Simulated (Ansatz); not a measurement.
BrF2HSi···SiH4

The calculation's input:

```
crystal:
  periodic: [false, false, false]
  atoms:
    - { symbol: Si, position_ang: [-1.655103, -0.350017, -0.599702] }
    - { symbol: Si, position_ang: [1.608593, 0.215205, 0.632675] }
    - { symbol: F, position_ang: [-0.580431, -1.215692, -1.422] }
    - { symbol: F, position_ang: [-1.245104, -0.356555, 0.959128] }
    - { symbol: H, position_ang: [-2.989819, -0.950827, -0.744202] }
    - { symbol: H, position_ang: [0.800996, 0.914386, -0.341915] }
    - { symbol: Br, position_ang: [-1.665797, 1.789135, -1.378589] }
    - { symbol: H, position_ang: [1.426788, -1.255742, 0.518476] }
    - { symbol: H, position_ang: [1.256585, 0.671919, 2.005385] }
    - { symbol: H, position_ang: [3.043194, 0.538288, 0.370743] }
basis:
  gaussian: { orbitals: def2-SVP }
hamiltonian:
  xc: b3lyp
  dispersion: d4
relax:
  f_tol: 0.03
  max_steps: 50
output:
  orbitals: {}
```

Run with:

```sh
ansatz run input.yaml --threads 4 --pin off --max-ram 5120MiB --backend cpu --events-out ev --progress --plain --runs-dir out
```

The fields are those of the relaxed geometry.

Level of theory: RKS B3LYP-D4/def2-SVP (Ansatz 0.2.0).

**Predict the electron density and electron localisation function between the atoms.**

Si2···F4 (3.18 Å): the density falls to about 0.04 e/Å³ on the way; the ELF dips to about 0 between them (a non-bonded, intermolecular contact).
Si–H (1.49 Å): ρ is about 0.76 e/Å³ halfway; the ELF climbs to about 1 towards the hydrogen, as it does in any bond to H.

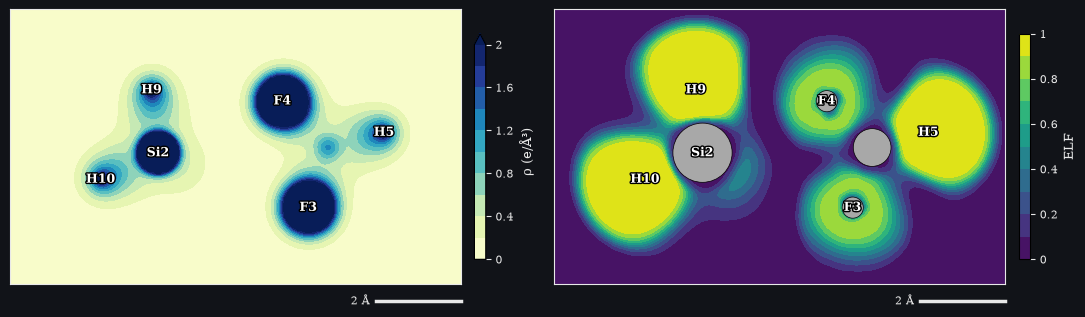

Computed electron density and electron localisation function on the plane of atoms H9, Si2 and H10, in this order. Grey discs cover the atomic cores in the ELF map. 
